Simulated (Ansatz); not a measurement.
Consider YLu₂As₃.

```
Y Lu As
1.0
     6.57573    0.00000    0.00000
     0.00000    9.51241    0.00000
     0.00000    0.00000    4.55164
Y Lu As
2 4 6
Direct
  0.00000 0.00000 0.00000
  0.50000 0.50000 0.00000
  0.25000 0.75000 0.50000
  0.75000 0.25000 0.50000
  0.25000 0.25000 0.50000
  0.75000 0.75000 0.50000
  0.00000 0.30134 0.00000
  0.50000 0.80134 0.00000
  0.00000 0.69866 0.00000
  0.50000 0.19866 0.00000
  0.00000 0.50000 0.50000
  0.50000 0.00000 0.50000
```

Space group Cmmm; a structure from a database of computed crystals, not necessarily the ambient phase; started from the LaAl2Cu3-65 prototype, which need not be the ambient phase.

Method: DFT, r2SCAN+rVV10, plane waves, PAW in Ansatz 0.2.0.

### Predict the valence pseudo-density and electron localisation function between the atoms.

Lu–As (2.89 Å): the density is about 0.24 e/Å³ at the midpoint; the ELF is about 0.30 at the midpoint.

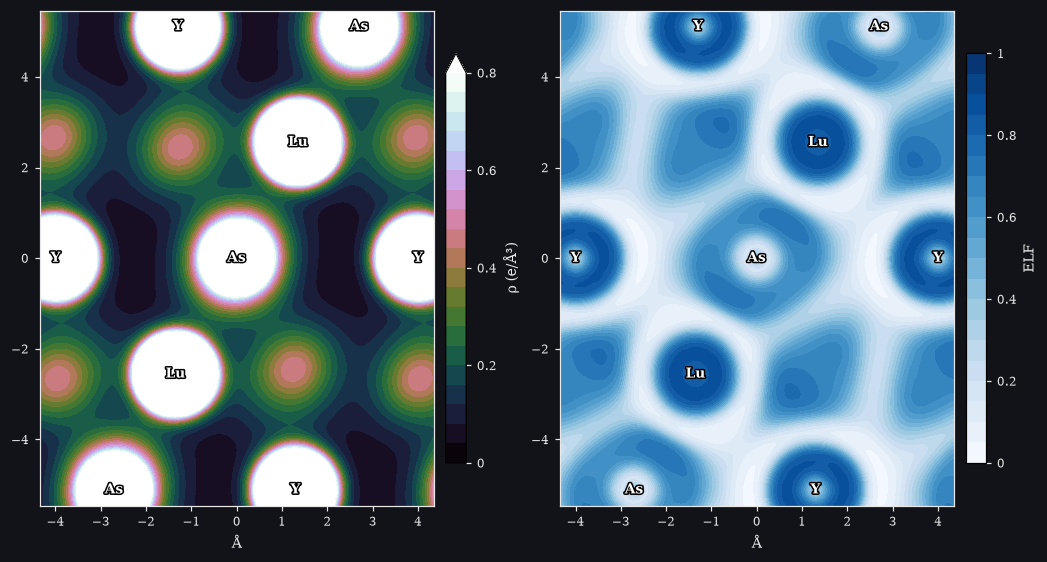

Computed valence pseudo-density and electron localisation function on the (111) plane of the conventional cell, in this order. 

In a PAW calculation such maps are meaningful between the atoms, not at the nuclei.
